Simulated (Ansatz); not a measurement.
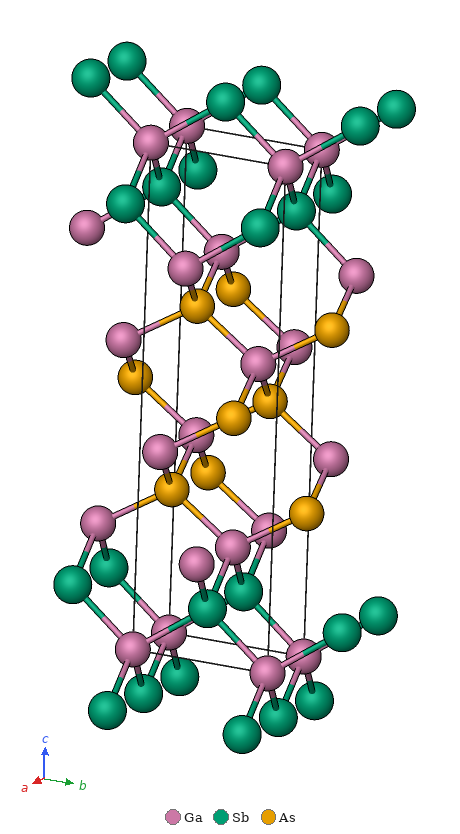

This ball-and-stick model is shown slightly off an axis. Atoms at the boundary of the cell (the run's own, in a reduced setting) (the box) are drawn once for each face, edge or corner they touch. Atoms outside the box are added where they are bonded to one inside.

```
CELL_PARAMETERS angstrom
0.00000 -4.19911 0.00000
4.19911 0.00000 0.00000
-2.09955 2.09955 14.82756
ATOMIC_POSITIONS crystal
Ga 0.00000 0.00000 0.00000
Ga 0.60850 0.60850 0.21700
Ga 0.20292 0.20292 0.40585
Ga 0.79708 0.79708 0.59415
Ga 0.39150 0.39150 0.78300
Sb 0.44584 0.94584 0.89168
Sb 0.05416 0.55416 0.10832
As 0.65570 0.15570 0.31140
As 0.25000 0.75000 0.50000
As 0.84430 0.34430 0.68860
```

Theory: DFT PBE, scalar-relativistic, plane waves, PAW in Ansatz 0.2.0. Numerical settings: an energy cutoff of 420 eV, k-points about 0.18 Å⁻¹ apart, Gaussian smearing of 0.1 eV, no spin polarisation.

List the Bader charges.

Ga +0.32 to +0.66 e; Sb -0.33 e; As -0.66 e.

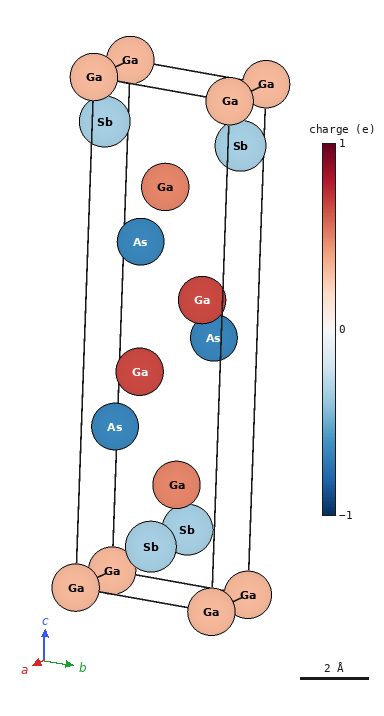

The atoms coloured by those charges.

Its origin is a structure type filled with these elements by a generator (whether the compound takes this form wasn't checked). Earlier steps of the study, as a rule a relaxation of our own, may have changed the cell and positions, so they can lie some per cent off the listed ones. A calculation with Ansatz used it as input.
